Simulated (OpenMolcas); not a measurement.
# SnS (SMILES [S][Sn]): B97-1/def2-SVP (core potential)

Aim: the energy change on altering one bond length of SnS at B97-1/def2-SVP (core potential), from 2 runs. 

Program for the calculation: OpenMolcas 26.06.

**1. Starting point**

SnS has 2 atoms, charge 0, and is taken as a singlet. As SMILES, `[S][Sn]`. Geometry: the measured bond length.

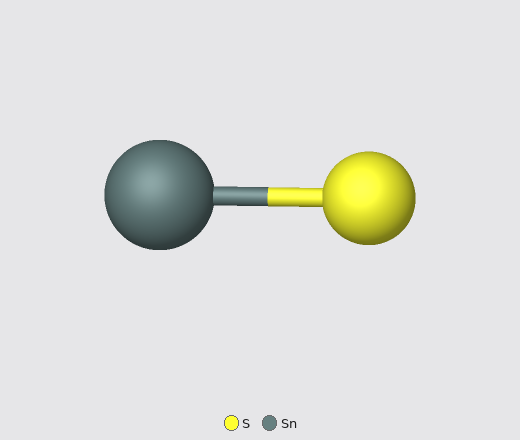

The structure, seen from a chosen angle (sulfur yellow, tin teal).

**2. Energy and forces at B97-1/def2-SVP (core potential)**

The input, job.inp:

```
&GATEWAY
  BasLib=$CurrDir
  Coord
  2
  angstrom
  S        0.000000       0.000000       0.000000
  Sn       0.000000       0.000000       2.209026
  Basis=def2-SVP
  Group=NoSym

&SEWARD

&SCF
  KSDFT=HYB_GGA_XC_B97_1
  PrOrbitals=1 1

&ALASKA
```

The basis set def2-SVP is read from a file made from the Basis Set Exchange's data (not shown).

Launch:

```
$ export MOLCAS_MEM=1860
$ pymolcas job.inp > job.log
```

Standard output:

```text
--- Start Module: gateway ---
[...]
--- Stop Module: gateway /rc=_RC_ALL_IS_WELL_ ---
[...]
      Basis functions           44
[...]
--- Start Module: scf ---
[...]
       Convergence after  13 Iterations
[...]
::    Total KS-DFT energy                            -612.3555705293
[...]
      Total spin, S                                     0.0000000000
[...]
      Total electronic charge=   38.000000
      Total            charge=   -0.000000
[...]
      Dipole Moment (debye):
      Origin of the operator (angstrom)=    0.0000    0.0000    1.7440
                   X=  2.4718E-15               Y=  1.2095E-15               Z=  3.0287E+00           Total=  3.0287E+00
      Quadrupole Moment (debye*angstrom):
[...]
--- Stop Module: scf /rc=_RC_ALL_IS_WELL_ ---
[...]
--- Start Module: alaska ---
[...]
 *              Molecular gradients               *
 **************************************************
  Irreducible representation: a
 ------------------------------------------------------------------------------------------
                              X                       Y                       Z
 ------------------------------------------------------------------------------------------
  S1               -6.46010072616542E-16   -2.41499226426161E-16    1.33736440736492E-02
  SN2               6.44739470256101E-16    2.42109169557522E-16   -1.33736440736349E-02
 ------------------------------------------------------------------------------------------
--- Stop Module: alaska /rc=_RC_ALL_IS_WELL_ ---
[...]
```

It took 3.3 s on 1 thread of Arm Neoverse V2, shared host; peak memory 0.38 GiB.

**3. The distorted shape, same level**

The input, job.input:

```
&GATEWAY
 BasLib = $CurrDir
 Coord
 2
 angstrom
 S        0.000000       0.000000      -0.220874
 Sn       0.000000       0.000000       2.209026
 Basis = def2-SVP
 Group = NoSym

&SEWARD

&SCF
 KSDFT = HYB_GGA_XC_B97_1
 PrOrbitals = 1 1

&ALASKA
```

The basis set def2-SVP is read from a file made from the Basis Set Exchange's data (not shown).

Launch:

```
$ export MOLCAS_MEM=1860
$ pymolcas job.input > job.log
```

Standard output:

```text
--- Start Module: gateway ---
[...]
--- Stop Module: gateway /rc=_RC_ALL_IS_WELL_ ---
[...]
      Basis functions           44
[...]
--- Start Module: scf ---
[...]
       Convergence after  16 Iterations
[...]
::    Total KS-DFT energy                            -612.3443990944
[...]
      Total spin, S                                     0.0000000000
[...]
      Total electronic charge=   38.000000
      Total            charge=   -0.000000
[...]
      Dipole Moment (debye):
      Origin of the operator (angstrom)=    0.0000    0.0000    1.6975
                   X= -4.1988E-16               Y=  1.5845E-15               Z=  3.8892E+00           Total=  3.8892E+00
      Quadrupole Moment (debye*angstrom):
[...]
--- Stop Module: scf /rc=_RC_ALL_IS_WELL_ ---
[...]
--- Start Module: alaska ---
[...]
 *              Molecular gradients               *
 **************************************************
  Irreducible representation: a
 ------------------------------------------------------------------------------------------
                              X                       Y                       Z
 ------------------------------------------------------------------------------------------
  S1                4.18153806823538E-17   -2.81748706222755E-16   -5.64991757636264E-02
  SN2              -4.35076466318495E-17    2.81471355872088E-16    5.64991757636264E-02
 ------------------------------------------------------------------------------------------
--- Stop Module: alaska /rc=_RC_ALL_IS_WELL_ ---
[...]
```

Run time: 3.3 s. Hardware: 1 thread of Arm Neoverse V2, shared host; peak memory 0.38 GiB.

**4. Results**

Level: B97-1/def2-SVP (core potential).

```
                                                          quantity          value
                                         first shape: total energy  -612.35557 Eh
                                        first shape: dipole moment         3.03 D
                                          first shape: HOMO energy       -7.00 eV
                                          first shape: LUMO energy       -2.39 eV
                                        first shape: HOMO–LUMO gap        4.62 eV
                             first shape: largest force on an atom     0.688 eV/Å
                                     distorted shape: total energy  -612.34440 Eh
                                    distorted shape: dipole moment         3.89 D
                                      distorted shape: HOMO energy       -6.50 eV
                                      distorted shape: LUMO energy       -2.79 eV
                                    distorted shape: HOMO–LUMO gap        3.70 eV
                         distorted shape: largest force on an atom     2.905 eV/Å
energy change with the S1–Sn2 bond stretched from 2.209 to 2.430 Å       0.304 eV
```

With the S1–Sn2 bond stretched from 2.209 to 2.430 Å the energy rises by 0.30 eV (29.3 kJ/mol). The first shape isn't relaxed at this level, so the change isn't measured from a minimum. The largest force (first shape) is 0.69 eV/Å: the shape isn't a stationary point for this species at this level.
